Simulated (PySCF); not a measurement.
## Electronic structure of ZrBr (charge −1, triplet) in real space

```yaml
atoms:
  - { symbol: Zr, position_ang: [0.0000, 0.0000, -1.1799] }
  - { symbol: Br, position_ang: [0.0000, 0.0000, 1.3441] }
```

⟨S²⟩ = 2.06, above the pure value of 2.00; core potentials replace the inner electrons of Zr.

The calculation used PBE0/def2-TZVPPD, non-relativistic Hamiltonian with scalar-relativistic core potentials where named, at a bond length of 2.524 Å in PySCF 2.14.0.

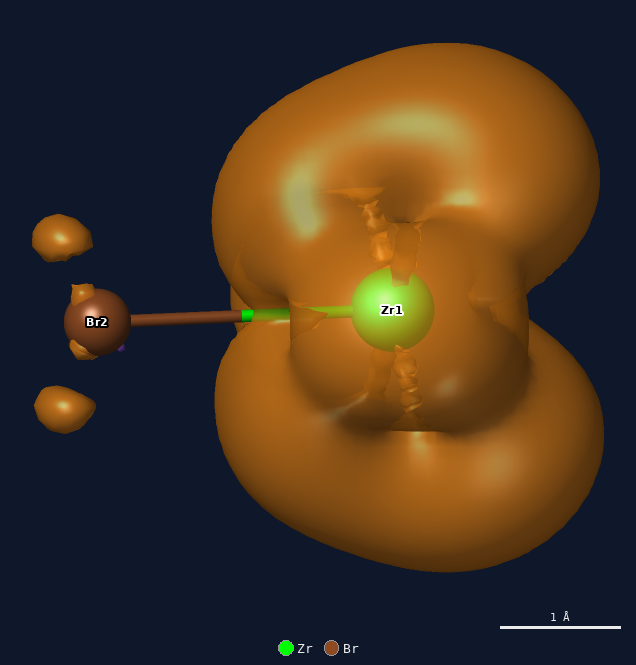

Figure 1. Isosurfaces of the spin density (α minus β) at +0.015 (orange) and −0.015 e/Å³ (purple), seen from one side.

**Describe the spin distribution.**

The unpaired spin (2 electrons) lies mostly on Zr1 (about 1.9), in electrons by Hirshfeld's partition.

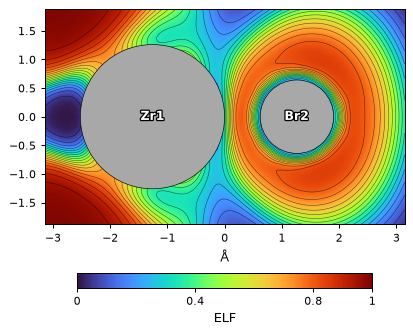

Figure 2. Electron localisation function on a plane that holds the molecular axis. Grey discs cover the atomic cores.

**What does the map show?**

The plane passes through Zr and Br nuclei.
Zr–Br (2.52 Å): the ELF peaks at about 0.80 in the valence shell of Br, 1.0 Å from its nucleus, and is about 0.35 at the midpoint.
